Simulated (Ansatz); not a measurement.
The figure comes from a scan of C (diamond): one C atom of a 4-atom cell moves by s along Cartesian [110], with its periodic images. Computed with PBE (plane waves to 420 eV, PAW, scalar-relativistic; Ansatz, a program for electronic structure). k mesh 13×13×13 (Γ-centred), Fermi-Dirac smearing 0.05 eV. The energy includes the smearing's −TS. C was relaxed with its symmetry unable to fall. The PAW data are Ansatz's earlier set. The zero of ΔE is the undisplaced structure.

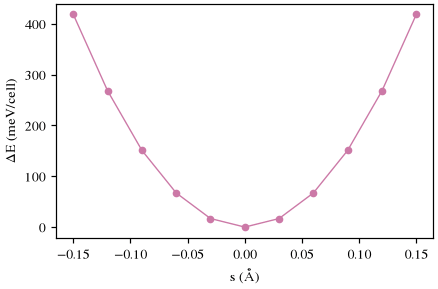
ΔE (meV/cell) against s (Å); markers are the computed points, lines only join them.

List the plotted points as numbers.

To the nearest 10:

```
s (Å)   ΔE (meV/cell)
------  -------------
-0.150            420
-0.120            270
-0.090            150
-0.060             70
-0.030             20
0.000               0
0.030              20
0.060              70
0.090             150
0.120             270
0.150             420
```

(For displaced atoms, the force is minus the slope of the energy, and its curvature is a force constant, which sets phonon frequencies.)
